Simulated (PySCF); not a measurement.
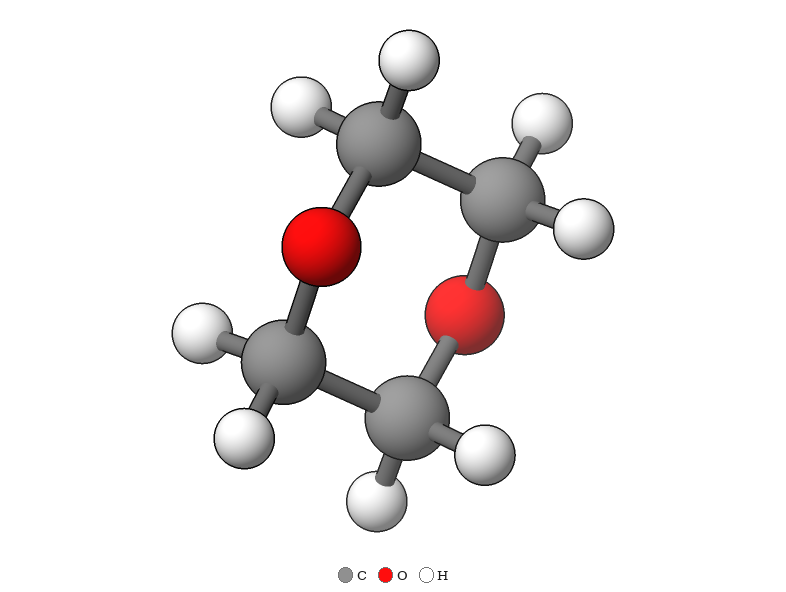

Computed geometry: GFN2-xTB optimisation. No frequency run is at hand to confirm it as a minimum.

Draw it as a skeletal formula.

SMILES: C1COCCO1

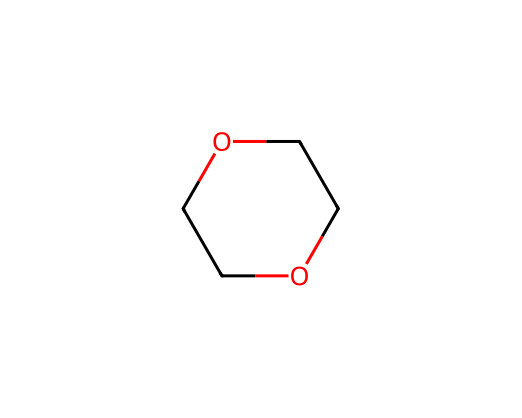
